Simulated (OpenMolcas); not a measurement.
**doublet AlSbH3F+: levels of theory compared**

Aim: a comparison of 6 runs (UHF/STO-3G, UHF/def2-SVP, U-r2SCAN/def2-SVP, UB3LYP/def2-SVP, UM06-2X/def2-SVP, UTPSS/def2-SVP) of doublet AlSbH3F+. 

The calculation is run with OpenMolcas 26.06.

## 1. Starting point

The species is AlSbH3F+ (6 atoms), meant as a doublet with charge +1. As SMILES of the parent species, `[F][AlH][SbH2]`. The coordinates come from a PBE0-D4/def2-TZVP relaxation. This is one conformer, not always the lowest. That shape belongs to the parent species and isn't relaxed for this state.

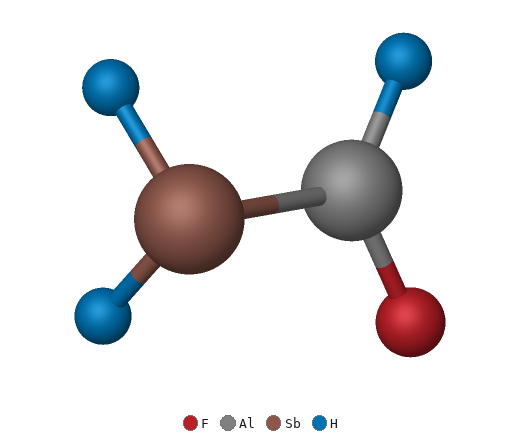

Viewed from a chosen angle; fluorine red, aluminium grey, antimony brown, hydrogen blue.

## 2. The energy at UHF/STO-3G (run 1)

The input, mol.input:

```
* AlFH3Sb Hartree-Fock
>>> EXPORT MOLCAS_PRINT=2

&GATEWAY
  BasLib=$CurrDir
  BasisSet
  F.STO-3G....
  F1 -1.114600 -1.632400 1.262300 angstrom
  End of Basis
  BasisSet
  Al.STO-3G....
  Al2 -0.336100 -1.039300 -0.069800 angstrom
  End of Basis
  BasisSet
  Sb.STO-3G....
  Sb3 1.279900 1.003700 0.334800 angstrom
  End of Basis
  BasisSet
  H.STO-3G....
  H4 -0.594800 -1.800700 -1.431700 angstrom
  H5 0.842100 1.592000 -1.209900 angstrom
  H6 -0.034400 1.812900 1.068100 angstrom
  End of Basis

&SEWARD

&SCF
  UHF
  Charge=1
  Spin=2
  Thresholds=1e-10 1e-07 1e-07 1e-05
  PrOrbitals=1
```

The basis set STO-3G is read from a file made from the Basis Set Exchange's data (not shown).

Started as:

```console
$ export MOLCAS_MEM=1860
$ pymolcas mol.input > mol.log
```

Log:

```text
--- Start Module: gateway ---
[...]
--- Stop Module: gateway /rc=_RC_ALL_IS_WELL_ ---
--- Start Module: seward ---
[...]
      Basis functions           44
--- Stop Module: seward /rc=_RC_ALL_IS_WELL_ ---
[...]
--- Start Module: scf ---
[...]
       Convergence after  20 Iterations
[...]
::    Total SCF energy                              -6590.0100865398
[...]
      Total spin, S                                     0.5063746144
[...]
      Total electronic charge=   75.000000
      Total            charge=    1.000000
[...]
      Dipole Moment (debye):
      Origin of the operator (angstrom)=    0.7340    0.3762    0.3590
                   X=  8.7892E-01               Y=  9.9898E-01               Z= -1.4908E+00           Total=  1.9983E+00
      Center of Charge (angstrom)
[...]
--- Stop Module: scf /rc=_RC_ALL_IS_WELL_ ---
[...]
```

Wall time 6.6 s (1 thread of AMD EPYC 7R43 (Zen 3), shared host); peak memory 0.37 GiB.

## 3. A single-point energy at UHF/def2-SVP (core potential) (run 2)

The input, test.input:

```
* AlFH3Sb Hartree-Fock
&GATEWAY
BasLib
$CurrDir
Coord
6
angstrom
F       -1.114600      -1.632400       1.262300
Al      -0.336100      -1.039300      -0.069800
Sb       1.279900       1.003700       0.334800
H       -0.594800      -1.800700      -1.431700
H        0.842100       1.592000      -1.209900
H       -0.034400       1.812900       1.068100
Basis
def2-SVP
Group
NoSym
&SEWARD
&SCF
UHF
Charge
1
Spin
2
Thresholds
1e-10 1e-07 1e-07 1e-05
PrOrbitals
1
```

The basis set def2-SVP is read from a file made from the Basis Set Exchange's data (not shown).

Started as:

```console
$ export MOLCAS_MEM=1860
$ pymolcas test.input > test.log
```

Log:

```text
--- Start Module: gateway ---
[...]
--- Stop Module: gateway /rc=_RC_ALL_IS_WELL_ ---
--- Start Module: seward ---
[...]
      Basis functions           73
--- Stop Module: seward /rc=_RC_ALL_IS_WELL_ ---
[...]
--- Start Module: scf ---
[...]
       Convergence after  26 Iterations
[...]
::    Total SCF energy                               -581.9544091286
[...]
      Total spin, S                                     0.5138916095
[...]
      Total electronic charge=   47.000000
      Total            charge=    1.000000
[...]
      Dipole Moment (debye):
      Origin of the operator (angstrom)=    0.7340    0.3762    0.3590
                   X=  1.3254E+00               Y=  1.2468E+00               Z= -2.1734E+00           Total=  2.8345E+00
      Center of Charge (angstrom)
[...]
--- Stop Module: scf /rc=_RC_ALL_IS_WELL_ ---
[...]
```

It took 13 s on 1 thread of AMD EPYC 7R43 (Zen 3), shared host; peak memory 0.42 GiB.

Run 3 isn't shown in full; the table further down has it.

## 4. The energy at UB3LYP/def2-SVP (core potential) (run 4)

The input, test.input:

```
&GATEWAY
BasLib=$CurrDir
Coord
6
angstrom
F       -1.114600      -1.632400       1.262300
Al      -0.336100      -1.039300      -0.069800
Sb       1.279900       1.003700       0.334800
H       -0.594800      -1.800700      -1.431700
H        0.842100       1.592000      -1.209900
H       -0.034400       1.812900       1.068100
Basis=def2-SVP
Group=NoSym
&SEWARD
GridInput
Grid=UltraFine
End of Grid
&SCF
UHF
Charge=1
Spin=2
KSDFT=B3LYP
Thresholds=1e-10 1e-07 1e-07 1e-05
PrOrbitals=1
```

The basis set def2-SVP is read from a file made from the Basis Set Exchange's data (not shown).

Started as:

```console
$ export MOLCAS_MEM=1860
$ pymolcas test.input > test.log
```

Log:

```text
--- Start Module: gateway ---
[...]
--- Stop Module: gateway /rc=_RC_ALL_IS_WELL_ ---
--- Start Module: seward ---
[...]
      Basis functions           73
--- Stop Module: seward /rc=_RC_ALL_IS_WELL_ ---
[...]
--- Start Module: scf ---
[...]
       Convergence after  22 Iterations
[...]
::    Total KS-DFT energy                            -583.9971630601
[...]
      Total spin, S                                     0.5036383306
[...]
      Total electronic charge=   47.000000
      Total            charge=    1.000000
[...]
      Dipole Moment (debye):
      Origin of the operator (angstrom)=    0.7340    0.3762    0.3590
                   X=  3.6959E-01               Y=  1.4120E-01               Z= -2.3329E+00           Total=  2.3662E+00
      Center of Charge (angstrom)
[...]
--- Stop Module: scf /rc=_RC_ALL_IS_WELL_ ---
[...]
```

Wall time 46 s (1 thread of AMD EPYC 7R43 (Zen 3), shared host); peak memory 0.42 GiB.

Run 5 isn't shown in full; the table further down has it.

## 5. A single-point energy at UTPSS/def2-SVP (core potential) (run 6)

The input, calc.inp:

```
* AlFH3Sb Kohn-Sham DFT

&GATEWAY
  BasLib=$CurrDir
  Coord
  6
  angstrom
  F       -1.114600      -1.632400       1.262300
  Al      -0.336100      -1.039300      -0.069800
  Sb       1.279900       1.003700       0.334800
  H       -0.594800      -1.800700      -1.431700
  H        0.842100       1.592000      -1.209900
  H       -0.034400       1.812900       1.068100
  Basis=def2-SVP
  Group=NoSym

&SEWARD
  GridInput
  Grid=UltraFine
  End of Grid

&SCF
  UHF
  Charge=1
  Spin=2
  KSDFT=2
  1.0 MGGA_X_TPSS
  1.0 MGGA_C_TPSS
  Thresholds=1e-10 1e-07 1e-07 1e-05
  PrOrbitals=0
```

The basis set def2-SVP is read from a file made from the Basis Set Exchange's data (not shown).

Started as:

```console
$ export MOLCAS_MEM=1860
$ pymolcas calc.inp > calc.log
```

Log:

```text
--- Start Module: gateway ---
[...]
--- Stop Module: gateway /rc=_RC_ALL_IS_WELL_ ---
--- Start Module: seward ---
[...]
      Basis functions           73
--- Stop Module: seward /rc=_RC_ALL_IS_WELL_ ---
[...]
--- Start Module: scf ---
[...]
       Convergence after  23 Iterations
[...]
::    Total KS-DFT energy                            -583.8325352534
[...]
      Total spin, S                                     0.5029682978
[...]
      Total electronic charge=   47.000000
      Total            charge=    1.000000
[...]
      Dipole Moment (debye):
      Origin of the operator (angstrom)=    0.7340    0.3762    0.3590
                   X=  2.1444E-01               Y= -2.7772E-02               Z= -2.1874E+00           Total=  2.1981E+00
      Center of Charge (angstrom)
[...]
--- Stop Module: scf /rc=_RC_ALL_IS_WELL_ ---
[...]
```

Run time: 69 s. Hardware: 1 thread of AMD EPYC 7R43 (Zen 3), shared host; peak memory 0.42 GiB.

## 6. The series

| run | level | integration grid | energy (Eh) | HOMO energy (eV) | LUMO energy (eV) | ⟨S²⟩ | wall time |
| --- | --- | --- | --- | --- | --- | --- | --- |
| 1 | UHF/STO-3G | – | -6590.010087 | -13.98 | -4.83 | 0.763 | 6.6 s |
| 2 | UHF/def2-SVP (core potential) | – | -581.954409 | -16.67 | -7.74 | 0.778 | 13 s |
| 3 | U-r2SCAN/def2-SVP (core potential) | UltraFine | -583.917454 | -13.31 | -11.77 | 0.760 | 70 s |
| 4 | UB3LYP/def2-SVP (core potential) | UltraFine | -583.997163 | -13.79 | -11.49 | 0.757 | 46 s |
| 5 | UM06-2X/def2-SVP (core potential) | UltraFine | -583.751243 | -15.06 | -10.29 | 0.762 | 65 s |
| 6 | UTPSS/def2-SVP (core potential) | UltraFine | -583.832535 | -13.03 | -11.88 | 0.756 | 69 s |

## 7. Outcome

| quantity | value |
| --- | --- |
| run 6: total energy | -583.83254 Eh |
| run 6: HOMO energy (highest over α and β) | -13.03 eV |
| run 6: LUMO energy (lowest over α and β) | -11.88 eV |
| run 6: ⟨S²⟩ | 0.756 |

What this shows: Totals of different functionals can't be ranked against each other. Some runs of one species differ in core potentials or relativity; totals across that change don't compare. In run 1 the basis is minimal, so the values are rough. In run 1 relativity is left out where basis or elements ask for it. All runs together took 4.5 min, the longest 70 s.
